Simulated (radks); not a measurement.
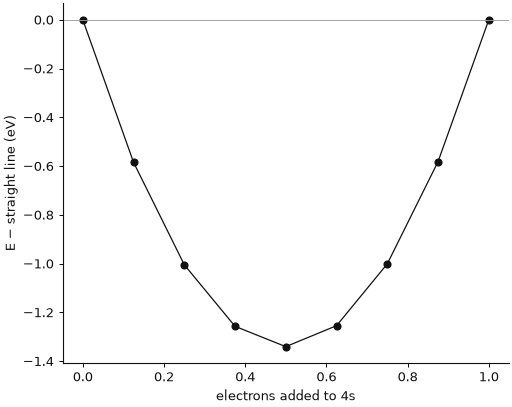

The occupation of the 4s shell is varied from Ge⁴⁺ ([Ar] 3d10) to Ge³⁺ ([Ar] 3d10 4s1), with spherical fractional occupations. The plot shows the total energy less the straight line between the end points. The values are computed.

Was this Hartree-Fock or a semilocal functional, and how does the plot tell?

Answer. It was a semilocal functional (LDA, GGA or meta-GGA): scalar-relativistic Kohn-Sham, SCAN, spin-unpolarised, spherical densities, finite nucleus, computed with the in-house radial solver radks. The curve is convex (below the straight line), with the largest deviation among the points computed, −1.34 eV, at 0.5. The end points differ by 45.7 eV, the energy to take the electron out. Convexity is the delocalisation error: fractional charges are too low in energy. For an s shell Hartree-Fock would as a rule bend the other way.
